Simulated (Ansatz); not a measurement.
# CFSi: the cost of one run

Program: Ansatz 0.2.0. Level of theory: the levels named in each step. These are calculated values, not measurements.

## (1) The starting structure

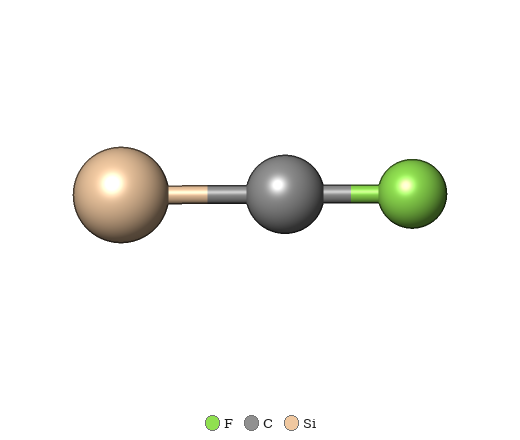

The starting structure, seen from a chosen angle (fluorine green, carbon grey, silicon light orange).

Coordinates:

```xyz
3

F     0.0000    0.0000   -1.4684
C     0.0000    0.0000   -0.1288
Si    0.0000    0.0000    1.5973
```

## (2) A rough first relaxation, PBE-D4/def2-SVP

File input.yaml:

```yaml
crystal:
  periodic: [false, false, false]
  atoms:
    - { symbol: F, position_ang: [0.0, 0.0, -1.46842] }
    - { symbol: C, position_ang: [0.0, 0.0, -0.12883] }
    - { symbol: Si, position_ang: [0.0, 0.0, 1.59725] }
magnetization:
  spin_polarized: true
  initial_magnetization: 1
basis:
  gaussian: { orbitals: def2-SVP }
hamiltonian:
  xc: pbe
  dispersion: d4
relax:
  f_tol: 0.03
  max_steps: 200
```

On the command line:

```bash
> ansatz run input.yaml --threads 2 --pin off --max-ram 5120MiB --backend cpu --events-out ev --progress --plain --runs-dir out
```

**Question.** How long does this run take on 2 threads of Intel Xeon Platinum 8488C (Sapphire Rapids), shared host, and how much memory does it need?

About 3.1 s, with a peak of 0.13 GiB.
